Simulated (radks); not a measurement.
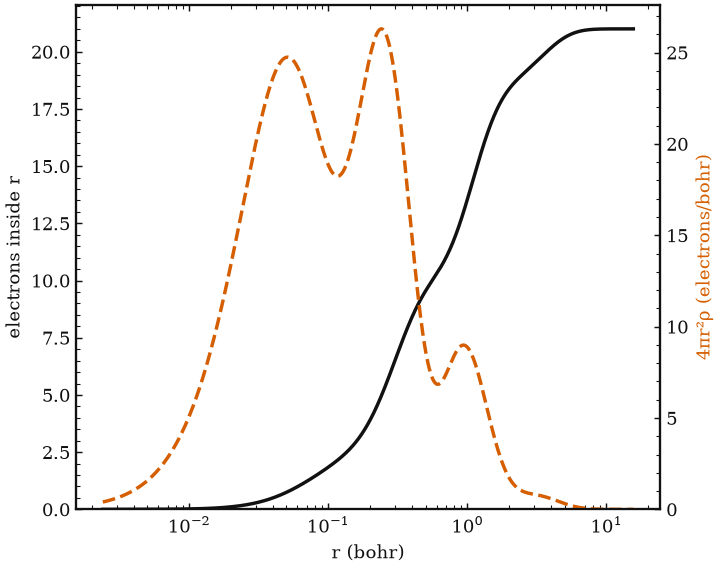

A free Sc atom in the configuration [Ar] 3d1 4s2 (high spin). All numbers are computed, not measured: non-relativistic Kohn-Sham, r2SCAN, spin-polarised, spherical densities, point nucleus (the in-house radial solver radks).

```
Z 21
configuration [Ar] 3d1 4s2 4p0 5s0 4d0
relativity non-relativistic
functional r2scan,r2scan
spin polarised
nucleus point
```

Launched within a batch that task.json describes:
```bash
python run_ks.py task.json out
```

The plot shows the number of electrons inside radius r (solid) and the radial density 4πr²ρ (dashed).

Read the plot.

The count levels off at 21 electrons. Half of them lie within 0.630 bohr, 90 % within 2.39 bohr and 99 % within 5.67 bohr. The radial density has minima at 0.117 and 0.611 bohr, where the count stands at 2.2 and 10.4; these part the shells that the density resolves.
